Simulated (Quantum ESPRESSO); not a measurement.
## NaMgF3 (Neighborite): zone-centre phonons

Which modes does NaMgF3 (Neighborite) have at the zone centre?

Main program and level: Quantum ESPRESSO 7.5; DFT LDA, scalar-relativistic, plane waves, PseudoDojo norm-conserving pseudopotentials.

The database entry behind the starting cell lists a temperature of 1273 K, so it need not match the best structure at ambient conditions.

**1. The starting structure**

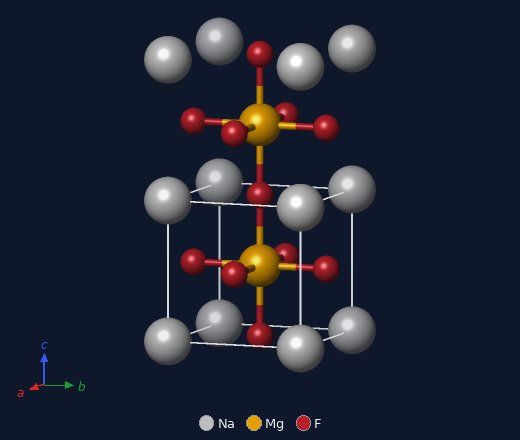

Start, viewed slightly off an axis; sodium light grey, magnesium orange, fluorine red. 1×1×2 cells are drawn. Some periodic images of atoms are drawn too.

**2. A first look**

Before anything dear is run, a loose run with smearing shows whether this is a metal and how far the cell is from rest.

Input file probe.in:

```
 &control
    calculation='scf',
    prefix='x',
    outdir='./tmp',
    pseudo_dir='./pseudo',
    tprnfor=.true.,
    tstress=.true.,
    verbosity='high',
 /
 &system
    ibrav=0,
    nat=5,
    ntyp=3,
    ecutwfc=97.0,
    occupations='smearing',
    smearing='gaussian',
    degauss=0.01,
 /
 &electrons
    conv_thr=1.0d-07,
    mixing_beta=0.7,
    electron_maxstep=100,
 /
ATOMIC_SPECIES
 Na     22.9898  Na.upf
 Mg     24.3050  Mg.upf
 F      18.9984  F.upf
CELL_PARAMETERS angstrom
     3.876000000    0.000000000    0.000000000
     0.000000000    3.876000000    0.000000000
     0.000000000    0.000000000    3.876000000
ATOMIC_POSITIONS crystal
 Na     0.000000000   0.000000000   0.000000000
 Mg     0.500000000   0.500000000   0.500000000
 F      0.500000000   0.500000000   0.000000000
 F      0.000000000   0.500000000   0.500000000
 F      0.500000000   0.000000000   0.500000000
K_POINTS automatic
 6 6 6 0 0 0
```

Command:

```bash
$ OMP_NUM_THREADS=1 mpirun -n 4 pw.x -nk 4 -in probe.in > probe.out
```

What it wrote:

```text
[banners, grids, parts of the stress and lines that vanish by symmetry left out]
Program PWSCF v.7.5
     Message from routine setup:
     using ibrav=0 with symmetry is DISCOURAGED, use correct ibrav instead
[...]
kinetic-energy cutoff     =      97.0000  Ry
     charge density cutoff     =     388.0000  Ry
     scf convergence threshold =      1.0E-07
[...]
Exchange-correlation= SLA  PW   NOGX NOGC
                           (   1   4   0   0   0   0   0)
[...]
48 Sym. Ops., with inversion, found
[...]
(     0          1          0      )
                  (     0          0          1      )
[...]
(  0.0000000  1.0000000  0.0000000 )
                  (  0.0000000  0.0000000  1.0000000 )
[...]
(     0         -1          0      )
                  (     0          0          1      )
[...]
(  0.0000000  1.0000000  0.0000000 )
[...]
number of k points=    20  Gaussian smearing, width (Ry)=  0.0100
[...]
c_bands:  2 eigenvalues not converged
[...]
End of self-consistent calculation
[...]
the Fermi energy is     4.7428 ev
!    total energy              =    -357.92505484 Ry
[...]
convergence has been achieved in   7 iterations
[...]
atom    1 type  1   force =     0.00000000    0.00000000    0.00000000
     atom    2 type  2   force =     0.00000000    0.00000000    0.00000000
     atom    3 type  3   force =     0.00000000    0.00000000    0.00000000
     atom    4 type  3   force =     0.00000000    0.00000000    0.00000000
     atom    5 type  3   force =     0.00000000    0.00000000    0.00000000
[...]
Total force =     0.000000     Total SCF correction =     0.000000
[...]
total   stress  (Ry/bohr**3)                   (kbar)     P=      -28.79
[...]
XML data file, charge density, pseudopotentials, collected wavefunctions

   JOB DONE.
```

Run time: 7.4 s. Hardware: 4 MPI ranks of Arm Neoverse V2, shared host.

This step gave:

```
volume per atom   : 11.65 Å³
pressure          : -2.879 GPa
gap on the k-mesh : 5.915 eV
```

A gap of 5.9 eV opens on this mesh, so the crystal is taken as an insulator; the start stands at -2.9 GPa.

**3. Relaxing the cell and atoms**

The relaxation runs at a cutoff a fifth above that of the response, since stress converges more slowly with the basis than frequencies do. Forces and stress are brought to rest with tight thresholds.

relax.in, as its differences from probe.in of step 2:

```diff
@@ -1,3 +1,3 @@
  &control
-    calculation='scf',
+    calculation='vc-relax',
     prefix='x',
@@ -7,3 +7,5 @@
     tstress=.true.,
-    verbosity='high',
+    forc_conv_thr=2.0d-05,
+    etot_conv_thr=1.0d-07,
+    nstep=40,
  /
@@ -13,11 +15,15 @@
     ntyp=3,
-    ecutwfc=97.0,
-    occupations='smearing',
-    smearing='gaussian',
-    degauss=0.01,
+    ecutwfc=116,
+    occupations='fixed',
+    nbnd=22,
  /
  &electrons
-    conv_thr=1.0d-07,
+    conv_thr=1.0d-11,
     mixing_beta=0.7,
     electron_maxstep=100,
+ /
+ &ions
+ /
+ &cell
+    press_conv_thr=0.2,
  /
```

Command:

```bash
$ OMP_NUM_THREADS=1 mpirun -n 4 pw.x -nk 4 -in relax.in > relax.out
```

What it wrote:

```text
[banners, grids, parts of the stress and lines that vanish by symmetry left out]
[banner, memory and clock lines left out]
Program PWSCF v.7.5

[...]
kinetic-energy cutoff     =     116.0000  Ry
     charge density cutoff     =     464.0000  Ry
     scf convergence threshold =      1.0E-11
[...]
energy convergence thresh.=      1.0E-07
     force convergence thresh. =      2.0E-05
     press convergence thresh. =      2.0E-01
     Exchange-correlation= SLA  PW   NOGX NOGC
                           (   1   4   0   0   0   0   0)
[...]
48 Sym. Ops., with inversion, found
[...]
number of k points=    20
[...]
End of self-consistent calculation
[...]
highest occupied, lowest unoccupied level (ev):     1.5550    7.4700
!    total energy              =    -357.92511631 Ry
[...]
convergence has been achieved in  11 iterations
[...]
atom    1 type  1   force =     0.00000000    0.00000000    0.00000000
     atom    2 type  2   force =     0.00000000    0.00000000    0.00000000
     atom    3 type  3   force =     0.00000000    0.00000000    0.00000000
     atom    4 type  3   force =     0.00000000    0.00000000    0.00000000
     atom    5 type  3   force =     0.00000000    0.00000000    0.00000000
     Total force =     0.000000     Total SCF correction =     0.000000
[...]
total   stress  (Ry/bohr**3)                   (kbar)     P=      -28.47
[...]
number of bfgs steps    =   0
[...]
CELL_PARAMETERS (angstrom)
[...]
ATOMIC_POSITIONS (crystal)
Na               0.0000000000        0.0000000000        0.0000000000
Mg               0.5000000000        0.5000000000        0.5000000000
F                0.5000000000        0.5000000000        0.0000000000
F                0.0000000000        0.5000000000        0.5000000000
[...]
New effective cutoffs (rho, wfc):  468.11  117.13
[...]
End of self-consistent calculation
[...]
highest occupied, lowest unoccupied level (ev):     1.6845    7.6687
!    total energy              =    -357.92600664 Ry
[...]
convergence has been achieved in   7 iterations
[...]
atom    1 type  1   force =     0.00000000    0.00000000    0.00000000
     atom    2 type  2   force =     0.00000000    0.00000000    0.00000000
     atom    3 type  3   force =     0.00000000    0.00000000    0.00000000
     atom    4 type  3   force =     0.00000000    0.00000000    0.00000000
     atom    5 type  3   force =     0.00000000    0.00000000    0.00000000
     Total force =     0.000000     Total SCF correction =     0.000000
[...]
total   stress  (Ry/bohr**3)                   (kbar)     P=      -17.54
[...]
number of bfgs steps    =   1
[...]
CELL_PARAMETERS (angstrom)
[...]
ATOMIC_POSITIONS (crystal)
[...]
New effective cutoffs (rho, wfc):  475.01  118.86
[...]
End of self-consistent calculation
[...]
highest occupied, lowest unoccupied level (ev):     1.8843    7.9749
!    total energy              =    -357.92650751 Ry
[...]
convergence has been achieved in   9 iterations
[...]
atom    1 type  1   force =     0.00000000    0.00000000    0.00000000
     atom    2 type  2   force =     0.00000000    0.00000000    0.00000000
     atom    3 type  3   force =     0.00000000    0.00000000    0.00000000
     atom    4 type  3   force =     0.00000000    0.00000000    0.00000000
[...]
Total force =     0.000000     Total SCF correction =     0.000000
[...]
total   stress  (Ry/bohr**3)                   (kbar)     P=        0.37
[...]
number of bfgs steps    =   2
[...]
CELL_PARAMETERS (angstrom)
[...]
ATOMIC_POSITIONS (crystal)
[...]
New effective cutoffs (rho, wfc):  474.87  118.82
[...]
End of self-consistent calculation
[...]
highest occupied, lowest unoccupied level (ev):     1.8802    7.9685
!    total energy              =    -357.92650771 Ry
[...]
convergence has been achieved in   6 iterations
[...]
Total force =     0.000000     Total SCF correction =     0.000000
[...]
total   stress  (Ry/bohr**3)                   (kbar)     P=       -0.01
[...]
number of bfgs steps    =   3
[...]
small trust_radius: resetting bfgs history
[...]
CELL_PARAMETERS (angstrom)
[...]
ATOMIC_POSITIONS (crystal)
[...]
New effective cutoffs (rho, wfc):  474.87  118.82
[...]
End of self-consistent calculation
[...]
highest occupied, lowest unoccupied level (ev):     1.8802    7.9686
!    total energy              =    -357.92650771 Ry
[...]
convergence has been achieved in   3 iterations
[...]
atom    3 type  3   force =     0.00000000    0.00000000    0.00000000
     atom    4 type  3   force =     0.00000000    0.00000000    0.00000000
     atom    5 type  3   force =     0.00000000    0.00000000    0.00000000
     Total force =     0.000000     Total SCF correction =     0.000000
[...]
total   stress  (Ry/bohr**3)                   (kbar)     P=       -0.01
[...]
bfgs converged in   5 scf cycles and   4 bfgs steps
[...]
End of BFGS Geometry Optimization
     Final enthalpy           =    -357.9265077141 Ry
     File ./tmp/x.bfgs deleted, as requested
[...]
CELL_PARAMETERS (angstrom)
[...]
ATOMIC_POSITIONS (crystal)
[...]
F                0.0000000000        0.5000000000        0.5000000000
F                0.5000000000        0.0000000000        0.5000000000
[...]
Final scf calculation at the relaxed structure.
[...]
kinetic-energy cutoff     =     116.0000  Ry
     charge density cutoff     =     464.0000  Ry
     scf convergence threshold =      1.0E-13
[...]
press convergence thresh. =      2.0E-01
     Exchange-correlation= SLA  PW   NOGX NOGC
                           (   1   4   0   0   0   0   0)
[...]
48 Sym. Ops., with inversion, found
[...]
number of k points=    20
[...]
c_bands:  1 eigenvalues not converged
[...]
End of self-consistent calculation
[...]
highest occupied, lowest unoccupied level (ev):     1.8802    7.9686
!    total energy              =    -357.92649968 Ry
[...]
convergence has been achieved in  13 iterations
[...]
atom    1 type  1   force =     0.00000000    0.00000000    0.00000000
     atom    2 type  2   force =     0.00000000    0.00000000    0.00000000
     atom    3 type  3   force =     0.00000000    0.00000000    0.00000000
     atom    4 type  3   force =     0.00000000    0.00000000    0.00000000
     atom    5 type  3   force =     0.00000000    0.00000000    0.00000000
     Total force =     0.000000     Total SCF correction =     0.000000
[...]
total   stress  (Ry/bohr**3)                   (kbar)     P=        0.03
[...]
XML data file, charge density, pseudopotentials, collected wavefunctions
```

It took 67 s on 4 MPI ranks; 4.5 min of CPU time.

Step by step:

| step | energy less that of the first step (eV) | largest force (eV/Å) | pressure (GPa) | volume (Å³) |
| --- | --- | --- | --- | --- |
| 1 | 0.0000 | 0.0000 | -2.85 | 58.23 |
| 2 | -0.0121 | 0.0000 | -1.75 | 57.39 |
| 3 | -0.0189 | 0.0000 | 0.04 | 56.14 |
| 4 | -0.0189 | 0.0000 | 0.00 | 56.17 |
| 5 | -0.0189 | 0.0000 | 0.00 | 56.17 |
| 6 | -0.0188 | 0.0000 | 0.00 | 56.17 |

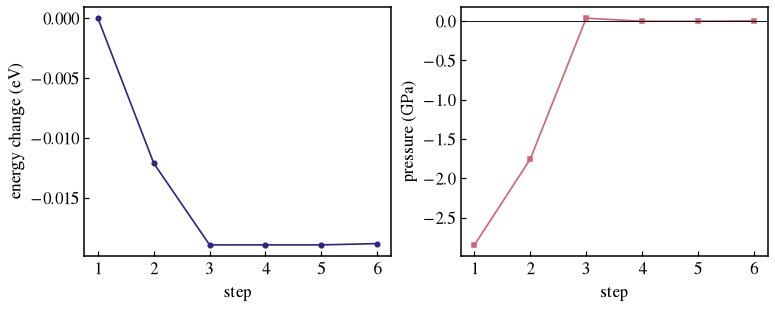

Energy and pressure along the relaxation.

| conventional cell, symmetrised | before | after | change |
| --- | --- | --- | --- |
| a (Å) | 3.876 | 3.830 | -1.2 % |
| b (Å) | 3.876 | 3.830 | -1.2 % |
| c (Å) | 3.876 | 3.830 | -1.2 % |
| volume (Å³/atom) | 11.65 | 11.23 | -3.5 % |

The last row of the table of steps is pw.x's closing run on a basis chosen anew for the final cell, so its energy can jump.

Numbers from this step:

- volume per atom: 11.23 Å³
- pressure: 0.003000 GPa
- gap on the k-mesh: 6.088 eV

The volume changes by -3.5 % from the cell with which this run began.

**4. Ground state**

Perturbation theory inherits every error of the wavefunctions, so the threshold is set near the limit of the arithmetic. With a gap, occupations are fixed, which also allows the response to an electric field.

Input file scf.in:

```
 &control
    calculation='scf',
    prefix='x',
    outdir='./tmp',
    pseudo_dir='./pseudo',
    tprnfor=.true.,
    tstress=.true.,
 /
 &system
    ibrav=0,
    nat=5,
    ntyp=3,
    ecutwfc=97.0,
    occupations='fixed',
    nbnd=22,
 /
 &electrons
    conv_thr=1.0d-12,
    mixing_beta=0.7,
    electron_maxstep=100,
 /
ATOMIC_SPECIES
 Na     22.9898  Na.upf
 Mg     24.3050  Mg.upf
 F      18.9984  F.upf
CELL_PARAMETERS angstrom
     3.829684360    0.000000000    0.000000000
     0.000000000    3.829684360    0.000000000
     0.000000000    0.000000000    3.829684360
ATOMIC_POSITIONS crystal
 Na     0.000000000   0.000000000   0.000000000
 Mg     0.500000000   0.500000000   0.500000000
 F      0.500000000   0.500000000   0.000000000
 F      0.000000000   0.500000000   0.500000000
 F      0.500000000   0.000000000   0.500000000
K_POINTS automatic
 8 8 8 0 0 0
```

Command:

```bash
$ OMP_NUM_THREADS=1 mpirun -n 4 pw.x -nk 4 -in scf.in > scf.out
```

What it wrote:

```text
[banners, grids, parts of the stress and lines that vanish by symmetry left out]
[banner, memory and clock lines left out]
Program PWSCF v.7.5

[...]
kinetic-energy cutoff     =      97.0000  Ry
     charge density cutoff     =     388.0000  Ry
     scf convergence threshold =      1.0E-12
[...]
Exchange-correlation= SLA  PW   NOGX NOGC
                           (   1   4   0   0   0   0   0)
[...]
48 Sym. Ops., with inversion, found
[...]
number of k points=    35
[...]
End of self-consistent calculation
[...]
highest occupied, lowest unoccupied level (ev):     1.8802    7.9686
!    total energy              =    -357.92643795 Ry
[...]
convergence has been achieved in  13 iterations
[...]
atom    1 type  1   force =     0.00000000    0.00000000    0.00000000
     atom    2 type  2   force =     0.00000000    0.00000000    0.00000000
     atom    3 type  3   force =     0.00000000    0.00000000    0.00000000
     atom    4 type  3   force =     0.00000000    0.00000000    0.00000000
     atom    5 type  3   force =     0.00000000    0.00000000    0.00000000
     Total force =     0.000000     Total SCF correction =     0.000000
[...]
total   stress  (Ry/bohr**3)                   (kbar)     P=       -0.13
[...]
XML data file, charge density, pseudopotentials, collected wavefunctions
```

Run time: 17 s. Hardware: 4 MPI ranks; 70 s of CPU time.

This step gave:

```
pressure : -0.01300 GPa
```

The cell stands at -0.013 GPa, close enough for phonons.

(Continued in part 2 of 4.)

[Host names and launcher messages were left out of these logs when they were recorded.]

[Logs are printed without paths, hosts, clocks, repeated set-up lines and the standing remarks that a program may print on its own settings, such as how far it seeks lower states.]

[Hosts, paths, dates, database ids (printed as entryN), source tags and the programs' standing remarks are cut or masked in the printed files.]
